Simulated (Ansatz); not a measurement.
The starting structures come from a database of crystals and need not be the phases stable at ambient conditions.

 Where the default PAW files enter, the runs use the earlier of Ansatz's two default sets.

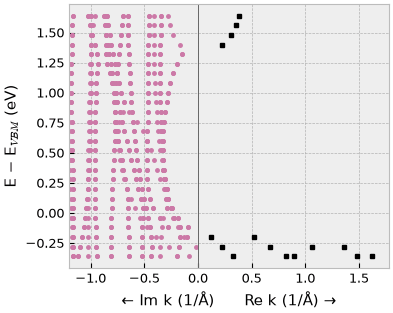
Figure: Complex bands at the centre of the two-dimensional zone; PBEsol (Ansatz, a first-principles code)

No gap correction and no spin-orbit coupling; mid-gap values are interpolated between computed energies.

Question: This is HgO (P3_221, not sure to be the ambient phase, 6 atoms a cell, 17.1 Å³ an atom, -3 GPa at this level) along the normal of (111). Read off the slowest decay at the centre of the two-dimensional zone at 0.68 eV, the computed energy nearest the middle of the gap.

Answer: κ ≈ 0.32 1/Å, a decay length 1/(2κ) of the density of 1.5 Å.
